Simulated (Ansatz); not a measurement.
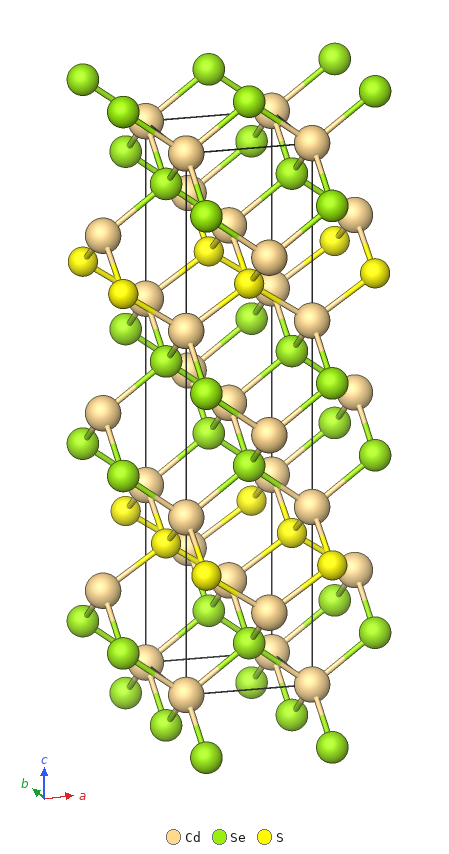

Ball-and-stick representation of a periodic structure, projected slightly off an axis. The lines enclose the conventional unit cell; boundary atoms appear with their images. Bonds that leave the box are completed with the atoms at their other ends.

Cd3Se2S, space group I-4m2 (No. 119), a = 4.319 Å, b = 4.319 Å, c = 18.300 Å, α = 90.00°, β = 90.00°, γ = 90.00°. The initial geometry was a structure type filled with these elements by a generator (whether the compound takes this form wasn't checked). Earlier steps of the study, as a rule a relaxation of our own, may have changed the cell and positions, so they can lie some per cent off the listed ones. An electronic-structure calculation with Ansatz was run on it.

This one geometry was computed with Ansatz (DFT, plane waves, PAW) at three levels of theory: r2SCAN, PBE and LDA.

Question: Which level gives the highest pressure at this volume, and what does that say about its equilibrium volume?

Answer: Highest: PBE (0.0 GPa), which points to the largest equilibrium volume. Lowest, with the smallest volume: LDA (-4.5 GPa). Levels within 0.5 GPa of each other can't be told apart.

Question: How does the band gap change with the level of theory?

Answer: LDA: a gap of 0.36 eV, direct; PBE: a gap of 0.63 eV, direct; r2SCAN: a gap of 1.09 eV, direct.

Question: Collect the results in a table.

Answer:
| level | cutoff (eV) | k-mesh of the run's cell | gap (eV) | pressure (GPa) |
| --- | --- | --- | --- | --- |
| r2SCAN | 500 | 10×10×10 | 1.09 | -1.5 |
| PBE | 420 | 10×10×10 | 0.63 | 0.0 |
| LDA | 420 | 10×10×10 | 0.36 | -4.5 |

Gaps are taken on the k-mesh or band path of each run.
